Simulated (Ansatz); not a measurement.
Consider BH$_{4}$NS.

```xyz
7

B    -0.6695    0.0585   -0.4650
N     0.5603    0.2727    0.4352
S    -0.6982   -1.6605   -0.7321
H     0.5008   -1.0705    0.2002
H    -1.3745    0.9457   -0.8359
H     1.3126    0.8230    0.0311
H     0.3685    0.6309    1.3664
```

A transition-state structure; geometry: PBE0-D4/def2-TZVP.

All numbers below come from RKS PBE0-D4/def2-TZVPP in Ansatz.

Question: Predict the electron density and electron localisation function between the atoms.

Answer: B–N (1.54 Å): the density is about 1.5 e/Å³ at the midpoint; the ELF peaks at about 0.95 between the atoms (a shared but strongly polarised pair).
B–S (1.74 Å): ρ is about 1.4 e/Å³ halfway; the ELF peaks at about 0.90 between the atoms (localised, covalent bonding).
B–H (1.19 Å): the density is about 1.3 e/Å³ at the midpoint; the ELF climbs to about 1 towards the hydrogen, as it does in any bond to H (a covalent bond by its length).
S–H (1.63 Å): ρ is about 1.1 e/Å³ halfway; the ELF climbs to about 0.95 towards the hydrogen.

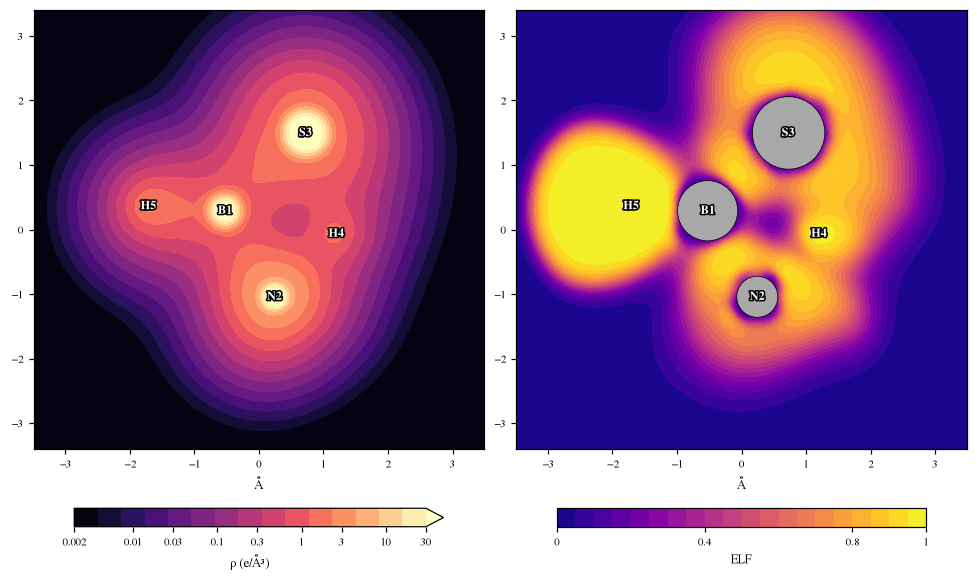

Computed electron density and electron localisation function on the plane of atoms S3, B1 and H5, in this order. Grey discs cover the atomic cores in the ELF map. 
